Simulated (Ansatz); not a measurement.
# Gate voltage at the highest density: puckered SnSe monolayer

A layer charged from two gates alike needs a voltage that grows with the carrier density; the slope is e over the total capacitance.

How it was computed: Ansatz 0.2.0, plane waves with PAW datasets (its set soft_2), PBE-D3(BJ); isolated slab, charged sheets 5 Å from the outer atoms behind model barriers, atoms held, Fermi-Dirac smearing of 0.02585 eV. The voltage is that of the gates (their mean) against the layer's Fermi level, from the uncharged case, which has a gap of 1.14 eV.

| run | added electrons (10¹³ per cm²) | gate voltage (V) |
| --- | --- | --- |
| run 1 | 1.00 | 0.95 |
| run 2 | 3.00 | 1.68 |
| run 3 | 6.00 | 2.74 |
| run 4 | 10.00 | ? |

**Question.** What value belongs in the row marked “?”, and how far can the other rows tell?

A least-squares line through the 3 rows shown has slope 0.3576 and intercept 0.5980; no row lies more than 0.01 V off it. The capacitance is 1.602/0.3576 = 4.48 µF/cm², against 3.54 µF/cm² for plates 5 Å apart in vacuum on both sides; it is the larger, as where the added charge has its centre outside the outer atoms (not examined here). The intercept is mostly the shift of the Fermi level from inside the gap to the band edge. At 10.00 it gives 0.3576 × 10.00 + 0.5980 = 4.17 V, beyond the rows fitted. Rounding and scatter of the rows alone allow about ±0.025 V there.

The run itself gives 3.98 V: a miss of −0.19 V, or 4.8 % of the value. The capacitance rises towards the highest density.

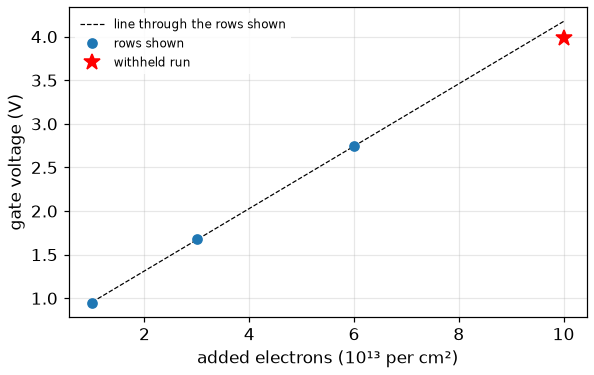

The fit and the withheld run.

Caveats: The gates are model sheets, not atoms, and low densities sample few k-points.
